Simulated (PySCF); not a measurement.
**Geometry relaxation, with input and output: C10H12Si**

System: C10H12Si.
Method: PBE0-D3(BJ)/def2-SVP geometry optimisation, gas phase (PySCF 2.14.0).

It belongs to a series of runs on one base structure; here: H on C replaced by CH2SiH3.

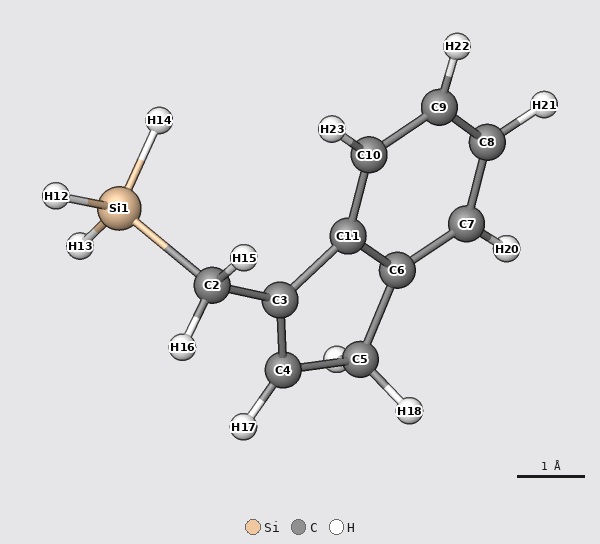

The input geometry (ball-and-stick view, seen at a tilt; atoms are numbered from 1 in the order of the input). Bond lengths as drawn: C–C 1.34 to 1.53 Å, C–H 1.05 to 1.11 Å, C–Si 1.92 Å and H–Si 1.41 to 1.50 Å.

## Results in brief

```tsv
quantity	value
outcome	converged
total energy	−676.846464 hartree
dipole moment	0.85 D
point group	C1
hardware	1 CPU thread, shared host
wall time	6.8 min
peak memory	1.1 GiB
```

## Input
```
{"job": {"xc": "PBE0", "basis": "def2-SVP", "d3": "d3bj", "grid": 1, "shake": 0.01, "kind": "geom"}, "charge": 0, "multiplicity": 1}
Si     2.925730     0.984910     0.743770
C      2.031800     0.605310    -0.917070
C      0.861460    -0.297430    -0.708200
C      0.869000    -1.621990    -0.884220
C     -0.503930    -2.196650    -0.520850
C     -1.254390    -0.965160    -0.074340
C     -2.532860    -0.837770     0.388290
C     -2.982540     0.436070     0.724630
C     -2.173530     1.543390     0.628700
C     -0.874530     1.407420     0.157770
C     -0.419660     0.145080    -0.182550
H      4.049430     1.890690     0.466780
H      3.339240    -0.230600     1.331380
H      1.957910     1.682160     1.655180
H      1.696580     1.522820    -1.387730
H      2.749320     0.149880    -1.584240
H      1.637580    -2.231470    -1.251380
H     -0.994840    -2.677710    -1.351540
H     -0.424030    -2.936040     0.294660
H     -3.215730    -1.688590     0.487750
H     -4.024470     0.556160     1.082700
H     -2.541800     2.493740     0.869390
H     -0.228070     2.289320     0.033960
```

The first line tells a small driver script what to run in PySCF; the rest is the geometry in Å.

Command:
```bash
OMP_NUM_THREADS=1 python <driver script> task.json out
```

## Log
```
step   0  E = -676.83546960  max force = 0.052276
step   1  E = -676.84601450  max force = 0.008076
step   2  E = -676.84631485  max force = 0.004090
step   3  E = -676.84629623  max force = 0.003898
step   4  E = -676.84643379  max force = 0.001541
step   5  E = -676.84643632  max force = 0.001415
step   6  E = -676.84646056  max force = 0.000334
step   7  E = -676.84646433  max force = 0.000128
optimisation converged
```

## Trajectory as extended XYZ (Å, eV, eV/Å), 8 frames, from step=0 to step=7
```
23
Properties=species:S:1:pos:R:3:forces:R:3 step=0 energy=-18417.63124
Si    2.9257    0.9849    0.7438   -1.4090   1.3358  -1.0972
C     2.0318    0.6053   -0.9171   -0.2953  -0.1087   0.9334
C     0.8615   -0.2974   -0.7082    1.2379   0.7017  -0.0111
C     0.8690   -1.6220   -0.8842   -2.6881  -0.3454   0.5733
C    -0.5039   -2.1966   -0.5209    1.0042   0.9254   0.7117
C    -1.2544   -0.9652   -0.0743    0.5595  -1.1239  -0.2119
C    -2.5329   -0.8378    0.3883   -0.9481  -0.0650   0.2092
C    -2.9825    0.4361    0.7246   -1.4858  -0.3218   0.5684
C    -2.1735    1.5434    0.6287    0.8542  -0.8661  -0.5787
C    -0.8745    1.4074    0.1578    0.5021   0.6215  -0.1185
C    -0.4197    0.1451   -0.1825    0.1209   0.1784  -0.1899
H     4.0494    1.8907    0.4668    0.4695   0.2352   0.0172
H     3.3392   -0.2306    1.3314    0.6130  -1.4513   0.7229
H     1.9579    1.6822    1.6552    0.1449  -0.0600   0.0060
H     1.6966    1.5228   -1.3877   -0.0386   0.6735  -0.1787
H     2.7493    0.1499   -1.5842    0.4960  -0.3234  -0.4386
H     1.6376   -2.2315   -1.2514    1.4416  -0.8390  -0.6000
H    -0.9948   -2.6777   -1.3515   -0.3434  -0.4674  -0.7065
H    -0.4240   -2.9360    0.2947   -0.0545  -0.0762  -0.0098
H    -3.2157   -1.6886    0.4878    0.1482  -0.0084  -0.0549
H    -4.0245    0.5562    1.0827    0.4656  -0.0394  -0.1355
H    -2.5418    2.4937    0.8694   -0.6563   1.6259   0.4803
H    -0.2281    2.2893    0.0340   -0.1384  -0.2014   0.1088
23
Properties=species:S:1:pos:R:3:forces:R:3 step=1 energy=-18417.91818
Si    3.2892    1.4828    0.4842    0.0988  -0.3566   0.1549
C     2.3616    1.0544   -1.1170    0.1150   0.0996  -0.1410
C     1.2170    0.1328   -0.8803   -0.1664   0.0473   0.0460
C     1.1672   -1.2057   -1.0659    0.4153  -0.3094  -0.1299
C    -0.1586   -1.7726   -0.6614   -0.1549  -0.1106  -0.2188
C    -0.9181   -0.5595   -0.2145   -0.0632   0.1162   0.0416
C    -2.2182   -0.4227    0.2575    0.1063  -0.0892  -0.0206
C    -2.6844    0.8481    0.6016    0.1357   0.0388  -0.0316
C    -1.8522    1.9629    0.4731   -0.2512   0.4023   0.0924
C    -0.5463    1.8365    0.0039    0.0110  -0.0894  -0.0299
C    -0.0828    0.5674   -0.3446    0.0051   0.0361   0.0271
H     4.4842    2.3381    0.2073   -0.0131   0.0190  -0.0641
H     3.7561    0.1967    1.1196   -0.0486   0.2173  -0.0950
H     2.4165    2.1966    1.4609   -0.0528   0.0278  -0.0181
H     2.0230    1.9951   -1.5907    0.0079  -0.0785   0.0452
H     3.0904    0.5965   -1.8100   -0.0462   0.0459   0.0932
H     1.9949   -1.8179   -1.4596   -0.2733   0.1860   0.1303
H    -0.6686   -2.2884   -1.5044    0.1068   0.0898   0.1547
H    -0.0710   -2.5254    0.1433    0.0318   0.0079   0.0001
H    -2.8651   -1.2961    0.3593   -0.0545  -0.0393   0.0071
H    -3.7013    0.9739    0.9736   -0.0800  -0.0005   0.0175
H    -2.2419    2.9610    0.7349    0.1393  -0.3135  -0.0414
H     0.0949    2.7145   -0.0863    0.0314   0.0531  -0.0196
23
Properties=species:S:1:pos:R:3:forces:R:3 step=2 energy=-18417.92635
Si    3.2938    1.4673    0.4848    0.0188  -0.0772   0.0576
C     2.3645    1.0470   -1.1144    0.0075   0.0898  -0.0154
C     1.2098    0.1368   -0.8757    0.0977   0.0139  -0.0484
C     1.1755   -1.2035   -1.0614   -0.0749   0.0269   0.0400
C    -0.1559   -1.7665   -0.6672   -0.0286  -0.0630  -0.0206
C    -0.9191   -0.5541   -0.2170   -0.0289  -0.0690  -0.0095
C    -2.2186   -0.4279    0.2552    0.1080   0.0848  -0.0181
C    -2.6784    0.8466    0.6004   -0.2103   0.0452   0.0904
C    -1.8632    1.9749    0.4781    0.0342  -0.1381  -0.0540
C    -0.5583    1.8454    0.0015    0.0759   0.0544   0.0001
C    -0.0900    0.5767   -0.3437    0.0478  -0.0425  -0.0399
H     4.4832    2.3235    0.1839   -0.0049   0.0143  -0.0159
H     3.7633    0.1982    1.1253   -0.0019   0.0472  -0.0218
H     2.4148    2.1933    1.4498   -0.0082   0.0053  -0.0113
H     2.0326    1.9871   -1.5880    0.0148   0.0080   0.0180
H     3.0917    0.5844   -1.8011   -0.0142  -0.0095   0.0105
H     2.0004   -1.8091   -1.4457   -0.0456   0.0370   0.0187
H    -0.6574   -2.2806   -1.5086    0.0038   0.0159   0.0193
H    -0.0674   -2.5197    0.1369   -0.0052  -0.0026   0.0117
H    -2.8681   -1.3018    0.3561   -0.0034   0.0316   0.0026
H    -3.6981    0.9649    0.9748   -0.0173  -0.0045   0.0041
H    -2.2509    2.9605    0.7529    0.0233  -0.0655  -0.0084
H     0.0827    2.7254   -0.0928    0.0115  -0.0022  -0.0097
23
Properties=species:S:1:pos:R:3:forces:R:3 step=3 energy=-18417.92584
Si    3.2916    1.4673    0.4904   -0.0373   0.1166  -0.0179
C     2.3686    1.0496   -1.1118   -0.0531  -0.0644   0.0425
C     1.2169    0.1308   -0.8800   -0.0028  -0.0360  -0.0184
C     1.1717   -1.2107   -1.0613   -0.1331   0.1424   0.0488
C    -0.1638   -1.7707   -0.6721    0.0548   0.0489   0.1120
C    -0.9203   -0.5541   -0.2207   -0.0069   0.0041  -0.0099
C    -2.2170   -0.4181    0.2554   -0.1342  -0.1239   0.0230
C    -2.6889    0.8504    0.6085    0.2004  -0.0251  -0.0728
C    -1.8528    1.9619    0.4750   -0.0015   0.0348   0.0142
C    -0.5469    1.8401   -0.0059   -0.0610  -0.0604   0.0368
C    -0.0829    0.5706   -0.3503    0.0165   0.0338  -0.0296
H     4.4632    2.3449    0.1781   -0.0022   0.0060   0.0147
H     3.7824    0.2143    1.1275    0.0337  -0.0766   0.0331
H     2.3961    2.1834    1.4494    0.0219  -0.0113  -0.0034
H     2.0317    1.9897   -1.5784    0.0021   0.0409  -0.0028
H     3.1005    0.5964   -1.7966    0.0206  -0.0370  -0.0452
H     1.9889   -1.8184   -1.4408    0.1288  -0.0976  -0.0637
H    -0.6644   -2.2810   -1.5114   -0.0406  -0.0344  -0.0769
H    -0.0773   -2.5238    0.1325   -0.0071  -0.0012   0.0047
H    -2.8689   -1.2911    0.3555    0.0228   0.0011  -0.0074
H    -3.7087    0.9724    0.9867    0.0822  -0.0039  -0.0256
H    -2.2272    2.9437    0.7572   -0.0591   0.1752   0.0300
H     0.0942    2.7214   -0.1025   -0.0449  -0.0321   0.0139
23
Properties=species:S:1:pos:R:3:forces:R:3 step=4 energy=-18417.92959
Si    3.2896    1.4713    0.4912   -0.0031   0.0049   0.0036
C     2.3650    1.0519   -1.1116   -0.0026  -0.0513  -0.0039
C     1.2165    0.1295   -0.8816   -0.0792  -0.0038   0.0163
C     1.1678   -1.2111   -1.0635    0.0701  -0.0149  -0.0181
C    -0.1644   -1.7745   -0.6695    0.0157   0.0310   0.0099
C    -0.9210   -0.5584   -0.2202    0.0003   0.0002  -0.0045
C    -2.2178   -0.4228    0.2556    0.0210   0.0169  -0.0031
C    -2.6773    0.8513    0.6039   -0.0420   0.0146   0.0159
C    -1.8506    1.9699    0.4747    0.0196  -0.0685  -0.0126
C    -0.5464    1.8364   -0.0040    0.0207   0.0312  -0.0014
C    -0.0834    0.5669   -0.3507   -0.0506   0.0446   0.0206
H     4.4597    2.3530    0.1857   -0.0055   0.0051  -0.0015
H     3.7854    0.2127    1.1239    0.0097  -0.0063   0.0011
H     2.3969    2.1799    1.4567    0.0011  -0.0028  -0.0012
H     2.0259    1.9939   -1.5754    0.0028   0.0037   0.0051
H     3.0963    0.6007   -1.8007    0.0022  -0.0071  -0.0058
H     1.9874   -1.8206   -1.4471    0.0199  -0.0190  -0.0103
H    -0.6676   -2.2864   -1.5096    0.0011  -0.0019  -0.0110
H    -0.0770   -2.5268    0.1359    0.0048   0.0056  -0.0020
H    -2.8717   -1.2930    0.3580    0.0016   0.0048   0.0004
H    -3.6954    0.9745    0.9809   -0.0042  -0.0017   0.0014
H    -2.2284    2.9564    0.7522   -0.0050   0.0117   0.0019
H     0.0970    2.7144   -0.1005    0.0016   0.0029  -0.0008
23
Properties=species:S:1:pos:R:3:forces:R:3 step=5 energy=-18417.92965
Si    3.2978    1.4639    0.4878    0.0109  -0.0387   0.0029
C     2.3650    1.0474   -1.1118    0.0123   0.0497  -0.0047
C     1.2104    0.1354   -0.8780    0.0728   0.0255  -0.0236
C     1.1728   -1.2048   -1.0620   -0.0411  -0.0127   0.0276
C    -0.1589   -1.7675   -0.6665   -0.0283  -0.0479  -0.0330
C    -0.9212   -0.5538   -0.2190   -0.0078  -0.0031   0.0017
C    -2.2193   -0.4238    0.2550    0.0175   0.0021  -0.0014
C    -2.6853    0.8480    0.6026    0.0093  -0.0002  -0.0037
C    -1.8609    1.9682    0.4741   -0.0303   0.0647   0.0178
C    -0.5548    1.8444   -0.0013   -0.0063  -0.0365  -0.0076
C    -0.0894    0.5756   -0.3477    0.0510  -0.0447  -0.0233
H     4.4717    2.3392    0.1794   -0.0033   0.0060  -0.0044
H     3.7899    0.2008    1.1197   -0.0024   0.0248  -0.0127
H     2.4140    2.1772    1.4572   -0.0104   0.0008   0.0021
H     2.0322    1.9918   -1.5759    0.0148   0.0013   0.0058
H     3.0907    0.5888   -1.8032   -0.0149   0.0051   0.0135
H     1.9967   -1.8124   -1.4456   -0.0446   0.0354   0.0205
H    -0.6605   -2.2820   -1.5075    0.0063   0.0085   0.0230
H    -0.0705   -2.5186    0.1398   -0.0030  -0.0006   0.0009
H    -2.8689   -1.2970    0.3564   -0.0085  -0.0058   0.0017
H    -3.7039    0.9678    0.9777   -0.0163   0.0024   0.0050
H    -2.2450    2.9549    0.7493    0.0157  -0.0414  -0.0058
H     0.0844    2.7252   -0.0963    0.0064   0.0054  -0.0023
23
Properties=species:S:1:pos:R:3:forces:R:3 step=6 energy=-18417.93032
Si    3.2954    1.4665    0.4890    0.0044  -0.0172   0.0032
C     2.3650    1.0494   -1.1114    0.0016   0.0053  -0.0025
C     1.2130    0.1327   -0.8795    0.0088   0.0086  -0.0048
C     1.1706   -1.2077   -1.0624   -0.0030  -0.0013   0.0135
C    -0.1614   -1.7705   -0.6675   -0.0092  -0.0126  -0.0137
C    -0.9214   -0.5557   -0.2197   -0.0015   0.0042   0.0002
C    -2.2189   -0.4227    0.2551    0.0038  -0.0043   0.0016
C    -2.6831    0.8498    0.6031    0.0049   0.0011  -0.0018
C    -1.8569    1.9686    0.4743   -0.0068   0.0118   0.0025
C    -0.5513    1.8406   -0.0022   -0.0008  -0.0051  -0.0040
C    -0.0869    0.5717   -0.3489    0.0073  -0.0048  -0.0037
H     4.4654    2.3474    0.1809   -0.0039   0.0054  -0.0023
H     3.7927    0.2059    1.1193    0.0030   0.0094  -0.0057
H     2.4074    2.1750    1.4584   -0.0046  -0.0015   0.0007
H     2.0294    1.9935   -1.5736    0.0080   0.0024   0.0030
H     3.0925    0.5948   -1.8028   -0.0049  -0.0014   0.0030
H     1.9925   -1.8162   -1.4457   -0.0096   0.0069   0.0038
H    -0.6634   -2.2842   -1.5080    0.0017   0.0020   0.0051
H    -0.0735   -2.5219    0.1386    0.0007   0.0010   0.0009
H    -2.8704   -1.2947    0.3568   -0.0029  -0.0015   0.0005
H    -3.7018    0.9710    0.9788   -0.0034  -0.0004   0.0003
H    -2.2381    2.9553    0.7496    0.0052  -0.0098   0.0014
H     0.0898    2.7204   -0.0976    0.0014   0.0019  -0.0011
23
Properties=species:S:1:pos:R:3:forces:R:3 step=7 energy=-18417.93042
Si    3.2966    1.4655    0.4889   -0.0003   0.0013  -0.0015
C     2.3650    1.0496   -1.1107   -0.0019  -0.0054   0.0018
C     1.2133    0.1323   -0.8791   -0.0035   0.0034  -0.0002
C     1.1699   -1.2084   -1.0608    0.0017   0.0004   0.0033
C    -0.1628   -1.7710   -0.6677    0.0044   0.0038   0.0023
C    -0.9220   -0.5555   -0.2202   -0.0028  -0.0046  -0.0016
C    -2.2194   -0.4227    0.2545    0.0038   0.0066   0.0006
C    -2.6827    0.8501    0.6027   -0.0032  -0.0003   0.0019
C    -1.8562    1.9687    0.4739   -0.0001   0.0017  -0.0006
C    -0.5508    1.8407   -0.0033   -0.0034  -0.0063   0.0020
C    -0.0867    0.5715   -0.3494   -0.0010  -0.0013  -0.0051
H     4.4608    2.3535    0.1792   -0.0027   0.0041   0.0008
H     3.8020    0.2069    1.1152    0.0053  -0.0011  -0.0012
H     2.4063    2.1679    1.4610   -0.0013  -0.0040   0.0013
H     2.0287    1.9946   -1.5705    0.0057   0.0031   0.0001
H     3.0920    0.5968   -1.8035   -0.0023  -0.0041  -0.0014
H     1.9913   -1.8172   -1.4430    0.0040  -0.0027  -0.0027
H    -0.6642   -2.2845   -1.5083   -0.0004   0.0002  -0.0019
H    -0.0756   -2.5221    0.1388   -0.0003   0.0003   0.0004
H    -2.8715   -1.2944    0.3562    0.0012   0.0010  -0.0005
H    -3.7015    0.9716    0.9786    0.0006   0.0009   0.0001
H    -2.2364    2.9548    0.7507   -0.0023   0.0042   0.0019
H     0.0905    2.7204   -0.0989   -0.0011  -0.0011   0.0004
```

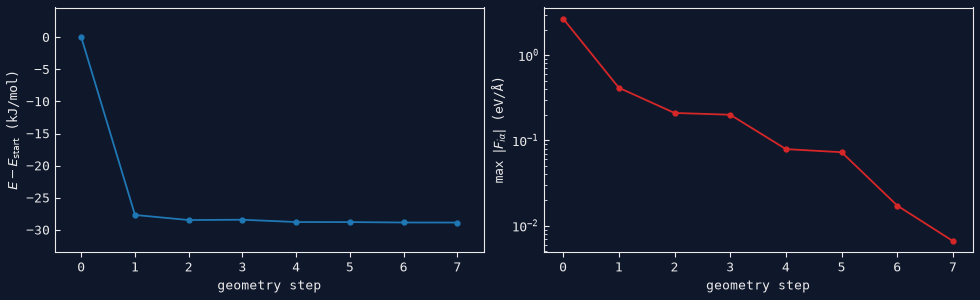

Progress of the relaxation, step by step (steps are counted from 0).

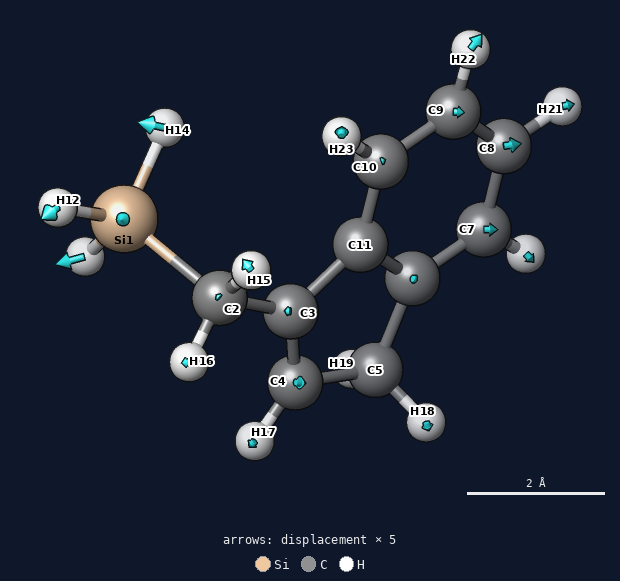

The starting structure with the displacements as teal arrows, magnified 5 times (ball-and-stick view, seen at a tilt). The two geometries are laid on each other by the best rigid fit. Over 7 geometry steps the energy falls by 28.9 kJ/mol. The largest force component goes from 2.7 to 0.0066 eV/Å. The atom that moves furthest after the best rigid fit is H13 (0.096 Å). By element the largest moves are H 0.096 Å, C 0.057 Å, Si 0.047 Å. Among the contacts that change: Si1–H13 1.412 → 1.494 Å, C4–H17 1.047 → 1.092 Å, C4–C5 1.532 → 1.499 Å, C5–H18 1.078 → 1.105 Å. Among the angles that change: H12–Si1–H13 112.6° → 108.9°, C3–C4–H17 128.8° → 125.1°, C2–C3–C4 125.2° → 127.8°. (Atoms are counted from 1 in the order of the input.)
